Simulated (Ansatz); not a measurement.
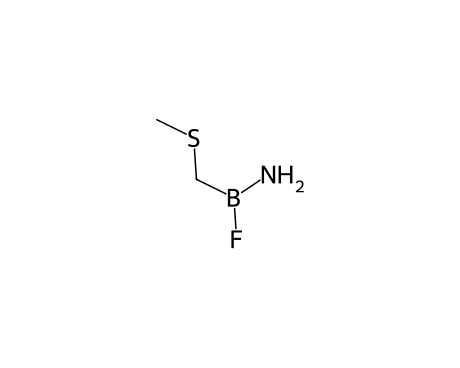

Simulated data, not a measurement (program: Ansatz).

**Write the SMILES.**

CSCB(N)F

**Give the formula, hydrogens included.**

C2H7BFNS.

**An optimisation with PBE0-D4/def2-TZVP gave a structure of which point group?**

C1. Other conformers may differ.
